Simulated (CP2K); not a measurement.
**One shape, several levels: C2H9FSi2 (SMILES C[Si](C)(F)[SiH3])**

We compute a comparison of 3 runs (PM6, GFN0-xTB, GFN1-xTB) of C2H9FSi2. 

Program for the calculation: CP2K 2026.2.

1 further run of the same task is left out (it didn't finish).

**1. The molecule**

C2H9FSi2 has 14 atoms, charge 0, and is taken as a singlet. As SMILES, `C[Si](C)(F)[SiH3]`. The shape comes from a force field and isn't a relaxed structure.

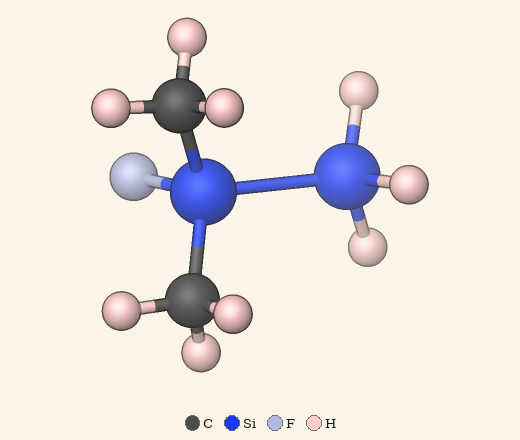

The structure, seen from a chosen angle (carbon dark grey, silicon blue, fluorine light blue, hydrogen pink).

**2. Energy and gradient at PM6 (run 1)**

File molecule.xyz:

```xyz
14

C     -1.700500     0.515700     0.167100
Si     0.018600     0.414900    -0.363700
C      1.146800     1.027000     0.934000
F      0.303900     1.344200    -1.670200
Si     0.502700    -1.802100    -0.850400
H     -1.952700    -0.016300     1.051300
H     -1.979500     1.602600     0.384200
H     -2.385800     0.233900    -0.641000
H      0.983400     2.091300     1.230400
H      2.224600     0.955700     0.646700
H      1.065700     0.448900     1.893300
H      0.319000    -2.608700     0.408600
H      1.865600    -1.927100    -1.284200
H     -0.424900    -2.309200    -1.877200
```

File gas.inp:

```
&GLOBAL
 PROJECT_NAME gas
 RUN_TYPE ENERGY_FORCE
 PRINT_LEVEL MEDIUM
&END GLOBAL

&FORCE_EVAL
 METHOD Quickstep
 &DFT
  # Quickstep
  &QS
   METHOD PM6
   EPS_DEFAULT 1.0E-08
   &SE
    &COULOMB
     CUTOFF [angstrom] 50
     RC_RANGE [angstrom] 0
    &END COULOMB
    &EXCHANGE
     CUTOFF [angstrom] 50
     RC_RANGE [angstrom] 0
    &END EXCHANGE
   &END SE
  &END QS
  &POISSON
   PERIODIC NONE
   POISSON_SOLVER ANALYTIC
  &END POISSON
  # SCF settings
  &SCF
   SCF_GUESS ATOMIC
   EPS_SCF 1.0E-06
   MAX_SCF 40
   &OT
    MINIMIZER DIIS
    PRECONDITIONER FULL_ALL
    ENERGY_GAP 0.2
   &END OT
   &OUTER_SCF
    EPS_SCF 1.0E-06
    MAX_SCF 5
   &END OUTER_SCF
  &END SCF
  # extra output
  &PRINT
   &MOMENTS
    PERIODIC F
    REFERENCE COM
    MAX_MOMENT 1
   &END MOMENTS
   &MO_CUBES
    NLUMO 5
    NHOMO -1
    WRITE_CUBE F
   &END MO_CUBES
   &HIRSHFELD OFF
   &END HIRSHFELD
  &END PRINT
 &END DFT
 # atoms, cell and kinds
 &SUBSYS
  # vacuum box
  &CELL
   ABC 12.6 12.7 11.8
   PERIODIC NONE
  &END CELL
  &TOPOLOGY
   COORD_FILE_NAME molecule.xyz
   COORD_FILE_FORMAT XYZ
   &CENTER_COORDINATES
   &END CENTER_COORDINATES
  &END TOPOLOGY
 &END SUBSYS
 &PRINT
  &FORCES ON
  &END FORCES
 &END PRINT
&END FORCE_EVAL
```

Command:

```
$ OMP_NUM_THREADS=1 cp2k.psmp -i gas.inp -o gas.out
```

What it wrote:

```text
CP2K| version string:                                       CP2K version 2026.2
[...]
 GLOBAL| Method name                                                        CP2K
[...]
 GLOBAL| Run type                                                   ENERGY_FORCE
[...]
                             - Atoms:                                         14
[...]
                             - Spherical basis functions:                     39
[...]
 Number of electrons:                                                         32
[...]
     1 OT DIIS     0.15E+00    0.0     0.21617149       -29.4940790957 -2.95E+01
[...]
     8 OT DIIS     0.15E+00    0.0     0.00000070       -36.2574326389 -1.14E-09
  *** SCF run converged in     8 steps ***
  Core-core repulsion energy [eV]:                           2135.19757999054400
  Core Hamiltonian energy [eV]:                             -1603.36206877770633
  Two-electron integral energy [eV]:                        -3036.90085680479751
  Electronic energy [eV]:                                   -3121.81249718010531
  Total energy [eV]:                                         -986.61491718956120
  Atomic reference energy [eV]:                               982.01470842972833
  Heat of formation [kcal/mol]:                              -106.08334254780900
[...]
 SE_DIPOLE| Moment [Debye]          0.69774311       0.37505272      -2.11499674
 SE_DIPOLE| Derivative [a.u.]       0.00000000       0.00000000       0.00000000
 *** WARNING in qs_scf_post_se.F:140 :: Printing of MO cube files not ***
 *** implemented for Semi-Empirical method.                           ***
 ENERGY| Total FORCE_EVAL ( QS ) energy [hartree]            -36.257432638956395
[...]
```

It took 1 s on 1 thread of Arm Neoverse N1, shared host; peak memory 0.14 GiB.

**3. Energy and forces at GFN0-xTB (run 2)**

molecule.xyz is that of step 2.

File qs.inp:

```
&FORCE_EVAL
    METHOD QS
    &DFT
        # Quickstep
        &QS
            METHOD XTB
            EPS_DEFAULT 1.0E-10
            &XTB
                GFN_TYPE 0
                CHECK_ATOMIC_CHARGES F
            &END XTB
        &END QS
        &POISSON
            PERIODIC NONE
            POISSON_SOLVER ANALYTIC
        &END POISSON
        &SCF
            SCF_GUESS ATOMIC
            EPS_SCF 1.0E-05
            MAX_SCF 99
            ADDED_MOS 4
            &DIAGONALIZATION
                ALGORITHM STANDARD
            &END DIAGONALIZATION
            &MIXING
                METHOD DIRECT_P_MIXING
                ALPHA 0.1
            &END MIXING
        &END SCF
        &PRINT
            &MOMENTS
                PERIODIC F
                REFERENCE COM
                MAX_MOMENT 1
            &END MOMENTS
            &MO ON
                ENERGIES T
                OCCUPATION_NUMBERS T
                NDIGITS 6
                &EACH
                    QS_SCF 0
                &END EACH
                ADD_LAST NUMERIC
            &END MO
            &HIRSHFELD OFF
            &END HIRSHFELD
        &END PRINT
    &END DFT
    # structure
    &SUBSYS
        # vacuum box
        &CELL
            ABC 20.6 20.7 19.8
            PERIODIC NONE
        &END CELL
        &TOPOLOGY
            COORD_FILE_NAME molecule.xyz
            COORD_FILE_FORMAT XYZ
            &CENTER_COORDINATES
            &END CENTER_COORDINATES
        &END TOPOLOGY
    &END SUBSYS
    &PRINT
        &FORCES ON
        &END FORCES
    &END PRINT
&END FORCE_EVAL
&GLOBAL
    PROJECT qs
    RUN_TYPE ENERGY_FORCE
    PRINT_LEVEL MEDIUM
&END GLOBAL
```

Command:

```
$ OMP_NUM_THREADS=1 cp2k.psmp qs.inp > qs.out
```

What it wrote:

```text
CP2K| version string:                                       CP2K version 2026.2
[...]
 GLOBAL| Method name                                                        CP2K
[...]
 GLOBAL| Run type                                                   ENERGY_FORCE
[...]
                             - Atoms:                                         14
[...]
                             - Spherical basis functions:                     48
[...]
 Number of electrons:                                                         32
[...]
 ENERGY| Total FORCE_EVAL ( QS ) energy [hartree]            -16.741250608400634
 FORCES| Atomic forces [hartree/bohr]
 FORCES|   Atom     x               y               z               |f|
 FORCES|      1 -3.26247156E-02  4.43001216E-02 -7.80558436E-03   5.55679763E-02
 FORCES|      2  1.63590385E-02 -2.44329174E-02 -9.62599269E-03   3.09393815E-02
 FORCES|      3  2.50649083E-02  1.27552560E-02  3.17371027E-02   4.24050689E-02
 FORCES|      4 -1.94734101E-03  6.58664239E-03 -2.74191403E-03   7.39554512E-03
 FORCES|      5 -1.17031234E-02  6.87563270E-03  1.04220422E-02   1.71130473E-02
 FORCES|      6 -7.24542996E-04 -1.33412304E-02  1.36712659E-02   1.91158809E-02
 FORCES|      7  8.48053419E-03 -1.93564194E-02 -3.84089927E-03   2.14788952E-02
 FORCES|      8  2.41150718E-03 -3.88904492E-03  1.56556984E-03   4.83642908E-03
 FORCES|      9 -1.32624672E-03 -1.08574673E-02 -6.93547769E-03   1.29516168E-02
 FORCES|     10 -1.38220430E-02 -7.42889316E-05 -4.18515457E-04   1.38285771E-02
 FORCES|     11 -2.12655772E-03  5.22724836E-03 -1.56552053E-02   1.66412688E-02
 FORCES|     12  1.69755561E-03  3.03463371E-03 -1.03710216E-02   1.09384088E-02
 FORCES|     13  6.33292205E-03 -4.73255189E-03 -2.86855248E-03   8.41020466E-03
[...]
```

It took 0.45 s on 1 thread of Arm Neoverse N1, shared host; peak memory 0.14 GiB.

**4. Energy and gradient at GFN1-xTB (run 3)**

molecule.xyz is that of step 3.

File calc.inp:

```
&FORCE_EVAL
 METHOD QS
 &DFT
  CHARGE 0
  MULTIPLICITY 1
  &QS
   METHOD XTB
   EPS_DEFAULT 1.0E-10
   &XTB
    GFN_TYPE 1
    CHECK_ATOMIC_CHARGES F
   &END XTB
  &END QS
  &POISSON
   PERIODIC NONE
   POISSON_SOLVER ANALYTIC
  &END POISSON
  &SCF
   SCF_GUESS ATOMIC
   EPS_SCF 1.0E-07
   MAX_SCF 150
   &DIAGONALIZATION
    ALGORITHM STANDARD
   &END DIAGONALIZATION
   &MIXING
    METHOD BROYDEN_MIXING
    ALPHA 0.3
    NBUFFER 8
   &END MIXING
  &END SCF
  &PRINT
   &MOMENTS
    PERIODIC F
    REFERENCE COM
    MAX_MOMENT 1
   &END MOMENTS
   &MO ON
    ENERGIES T
    OCCUPATION_NUMBERS T
    NDIGITS 6
    &EACH
     QS_SCF 0
    &END EACH
    ADD_LAST NUMERIC
   &END MO
   &HIRSHFELD OFF
   &END HIRSHFELD
  &END PRINT
 &END DFT
 &SUBSYS
  ! vacuum box
  &CELL
   ABC [angstrom] 14.6 14.7 13.8
   PERIODIC NONE
  &END CELL
  &TOPOLOGY
   COORD_FILE_NAME molecule.xyz
   COORD_FILE_FORMAT XYZ
   &CENTER_COORDINATES
   &END CENTER_COORDINATES
  &END TOPOLOGY
 &END SUBSYS
 ! extra output
 &PRINT
  &FORCES ON
  &END FORCES
 &END PRINT
&END FORCE_EVAL

&GLOBAL
 PROJECT_NAME calc
 RUN_TYPE ENERGY_FORCE
 PRINT_LEVEL MEDIUM
&END GLOBAL
```

Command:

```
$ OMP_NUM_THREADS=1 cp2k.psmp -i calc.inp > calc.out 2>&1
```

What it wrote:

```text
CP2K| version string:                                       CP2K version 2026.2
[...]
 GLOBAL| Method name                                                        CP2K
[...]
 GLOBAL| Run type                                                   ENERGY_FORCE
[...]
                             - Atoms:                                         14
[...]
                             - Spherical basis functions:                     48
[...]
 Number of electrons:                                                         32
[...]
     1 NoMix/Diag. 0.30E+00    0.0     0.39583363       -17.9415186955 -1.79E+01
[...]
    42 Broy./Diag. 0.30E+00    0.0     0.00000006       -17.9894409444 -1.19E-07
  *** SCF run converged in    42 steps ***
[...]
 TB_DIPOLE| Moment [Debye]         -0.56933278      -0.15333256       1.65979295
 TB_DIPOLE| Derivative [a.u.]       0.00000000       0.00000000       0.00000000
[...]
 ENERGY| Total FORCE_EVAL ( QS ) energy [hartree]            -17.989440951777254
[...]
```

It took 0.65 s on 1 thread of Arm Neoverse N1, shared host; peak memory 0.15 GiB.

**5. All runs side by side**

```csv
run,level,SCF convergence threshold,iteration cap,energy (Eh),dipole moment (D),largest force (eV/Å),wall time
1,PM6,1e-06,40,-36.257433,2.26,2.336,1 s
2,GFN0-xTB,1e-05,99,-16.741251,1.44,2.857,0.45 s
3,GFN1-xTB,1e-07,150,-17.989441,1.76,3.203,0.65 s
```

**6. Results**

| quantity | value |
| --- | --- |
| run 3: total energy | -17.98944 Eh |
| run 3: dipole moment (from atomic charges alone) | 1.76 D |
| run 3: HOMO energy | -10.94 eV |
| run 3: dispersion energy | -13.64 kJ/mol |
| run 3: largest force on an atom | 3.203 eV/Å |

The dipole moment (its size) runs from 1.44 D (GFN0-xTB) to 2.26 D (PM6). Some of these are taken from atomic charges alone. Force-field and semi-empirical energies have zeros of their own, so their totals don't compare. All runs together took 2.1 s, the longest 1 s.
